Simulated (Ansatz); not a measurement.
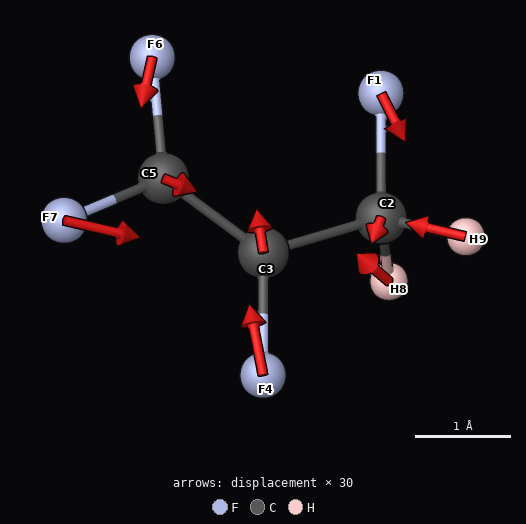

This is a relaxation of C3H2F4. The starting structure is drawn; red arrows show the displacements, 30 times their true length. The two geometries are superimposed by the best rigid fit.

Style: ball-and-stick. Shown at a tilt.

The start comes from PBE-D4/def2-SVP.

Level of theory: RKS PBE0-D4/def2-TZVP (Ansatz).

Input
```yaml
crystal:
  periodic: [false, false, false]
  atoms:
    - {symbol: F, position_ang: [-1.250851, 1.441642, 0.033251]}
    - {symbol: C, position_ang: [-1.189449, 0.078923, 0.193603]}
    - {symbol: C, position_ang: [0.204705, -0.453896, 0.027657]}
    - {symbol: F, position_ang: [0.272623, -1.793994, 0.182689]}
    - {symbol: C, position_ang: [1.334895, 0.227061, -0.243243]}
    - {symbol: F, position_ang: [1.403880, 1.535035, -0.418125]}
    - {symbol: F, position_ang: [2.517545, -0.358875, -0.365145]}
    - {symbol: H, position_ang: [-1.562803, -0.198979, 1.208309]}
    - {symbol: H, position_ang: [-1.856546, -0.419318, -0.549997]}
basis:
  gaussian: {orbitals: def2-TZVP}
hamiltonian: {xc: pbe0, dispersion: d4}
relax: {f_tol: 0.005, max_steps: 150}
```

> What did the optimiser do to the structure, and how much energy did it gain?

The energy falls by 0.053 eV in 5 geometry steps. Largest force component: 0.88 eV/Å at the start, 0.0009 eV/Å at the end. The largest move after the best rigid fit is that of F7, 0.030 Å. Largest moves by element: F 0.030 Å, H 0.022 Å, C 0.017 Å. Among the contacts that change: C3–C5 1.347 → 1.323 Å, C2–H8 1.116 → 1.096 Å, C5–F6 1.321 → 1.307 Å, C5–F7 1.325 → 1.311 Å. The run took about 110 core-seconds on a shared host.
